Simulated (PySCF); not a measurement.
```json
{"atom": "N", "x (Å)": "-0.5247", "y (Å)": "-0.2332", "z (Å)": "0.7131"}
{"atom": "B", "x (Å)": "-0.0790", "y (Å)": "-1.5302", "z (Å)": "1.1035"}
{"atom": "N", "x (Å)": "0.9700", "y (Å)": "-2.1298", "z (Å)": "0.3469"}
{"atom": "B", "x (Å)": "1.5765", "y (Å)": "-1.4780", "z (Å)": "-0.7729"}
{"atom": "N", "x (Å)": "1.0978", "y (Å)": "-0.1868", "z (Å)": "-1.1198"}
{"atom": "B", "x (Å)": "0.0465", "y (Å)": "0.4702", "z (Å)": "-0.4008"}
{"atom": "O", "x (Å)": "-0.3503", "y (Å)": "1.7157", "z (Å)": "-0.8103"}
{"atom": "C", "x (Å)": "-1.3680", "y (Å)": "2.4146", "z (Å)": "-0.1586"}
{"atom": "H", "x (Å)": "-1.2677", "y (Å)": "0.1923", "z (Å)": "1.2500"}
{"atom": "H", "x (Å)": "-0.5778", "y (Å)": "-2.1004", "z (Å)": "2.0477"}
{"atom": "H", "x (Å)": "1.2959", "y (Å)": "-3.0496", "z (Å)": "0.6107"}
{"atom": "H", "x (Å)": "2.4651", "y (Å)": "-2.0090", "z (Å)": "-1.3997"}
{"atom": "H", "x (Å)": "1.5041", "y (Å)": "0.3025", "z (Å)": "-1.9068"}
{"atom": "H", "x (Å)": "-2.3311", "y (Å)": "1.8729", "z (Å)": "-0.1888"}
{"atom": "H", "x (Å)": "-1.1202", "y (Å)": "2.6214", "z (Å)": "0.8989"}
{"atom": "H", "x (Å)": "-1.5109", "y (Å)": "3.3808", "z (Å)": "-0.6642"}
```

Geometry: PBE0-D3(BJ)/def2-SVP.

Method: PBE0/pcSseg-1, SCF density, gas phase, non-relativistic (PySCF).

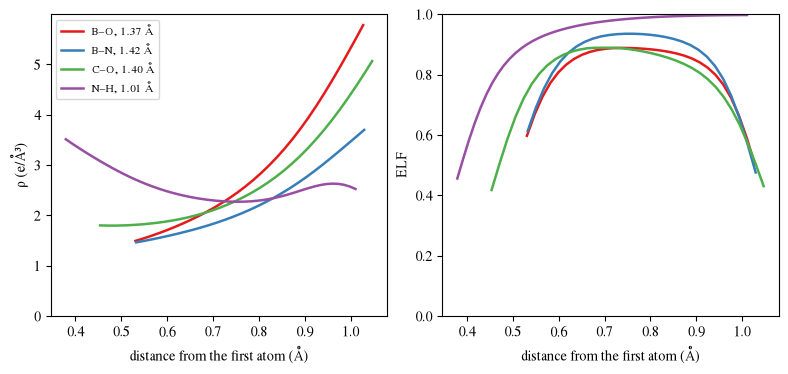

CH₈B₃N₃O (SMILES COB1NBNBN1). Electron density and electron localisation function along straight lines between neighbouring atoms. The curves leave out the atomic cores.

What can be read from the curves?

B–O (1.37 Å): ρ is about 2.1 e/Å³ halfway; the ELF peaks at about 0.90 between the atoms (a short, strongly polar bond).
B–N (1.42 Å): ρ is about 1.9 e/Å³ halfway; the ELF peaks at about 0.95 between the atoms (a polar covalent bond).
C–O (1.40 Å): the density is about 2.1 e/Å³ at the midpoint, with its minimum of 1.8 e/Å³ about 0.5 Å from C; the ELF peaks at about 0.90 between the atoms; a polar covalent bond.
N–H (1.01 Å): ρ at the midpoint is about 2.8 e/Å³; the ELF climbs to about 1 towards the hydrogen, as it does in any bond to H; an ordinary covalent bond to hydrogen.
